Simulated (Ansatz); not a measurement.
Response to strain in HgS

Base system: HgS in the zinc blende structure (space group F-43m, No. 216).

```
HgS
1.0
    0.00000     2.93793     2.93793
    2.93793     0.00000     2.93793
    2.93793     2.93793     0.00000
Hg S
1 1
Direct
  0.00000   0.00000   0.00000
  0.25000   0.25000   0.25000
```

Strains are applied to the cell and any free atomic positions relax.

Method: Ansatz (a quantum-chemistry and plane-wave program) PBEsol, no spin-orbit coupling.

Notes on the quantities. energy relative to the base: free energy F.

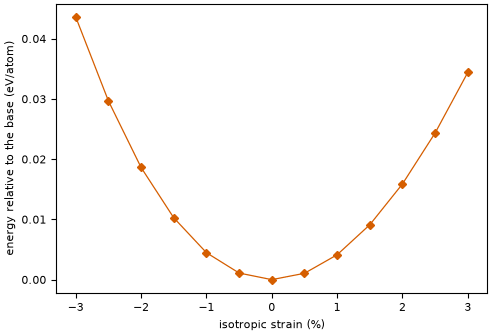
Figure. Energy relative to the base against isotropic strain

```
isotropic strain (%)  energy relative to the base
--------------------  ---------------------------
-3                                   +44 meV/atom
-2.5                                 +30 meV/atom
-2                                   +19 meV/atom
-1.5                                 +10 meV/atom
-1                                  +4.5 meV/atom
-0.5                                +1.1 meV/atom
0.5                                 +1.1 meV/atom
1                                   +4.1 meV/atom
1.5                                 +9.1 meV/atom
2                                    +16 meV/atom
2.5                                  +24 meV/atom
3                                    +34 meV/atom
```

A case with no gap was solved on a k-mesh chosen for an insulator, which is coarse for it. Whether these cells are dynamically stable was not tested. All final runs are without spin polarisation.
